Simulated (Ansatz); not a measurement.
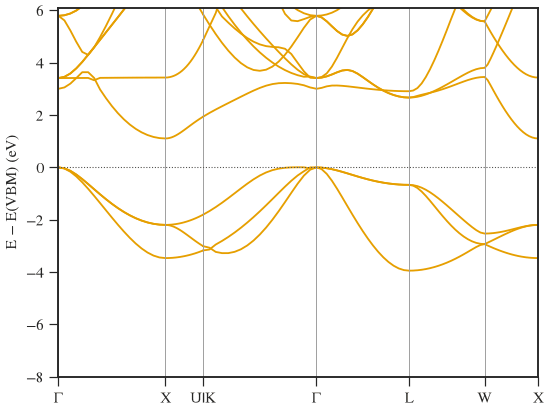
Band structure from r²SCAN in the plane-wave PAW code Ansatz

Task: Read off the gap and where the band edges lie.

Result: About 1.1 eV (1.10 eV by a search for the band edges); maximum on the K–Γ line, 83 % of the way from K, minimum at X.

Task: Which compound is it?
A) Li3Sb, Fm-3m (Li on 4b, Li on 8c, Sb on 4a)
B) KRb2RhF6, Fm-3m (K on 4b, Rb on 8c, Rh on 4a, F on 24e)
C) PbS, rock salt

Result: A, Li3Sb, Fm-3m (Li on 4b, Li on 8c, Sb on 4a)

The first step of the workflow began from a Materials Project structure, measured or hypothetical; the Crystallography Open Database files this formula in space group No. 225, but the cells were not matched. Its standing as an ambient phase is unchecked. Symmetry was held in the r²SCAN relaxation; its stability against distortions is not shown here. Scalar-relativistic: spin–orbit coupling is off unless named, which matters more the heavier the elements.

Potentials: the later of the program's two PAW sets.
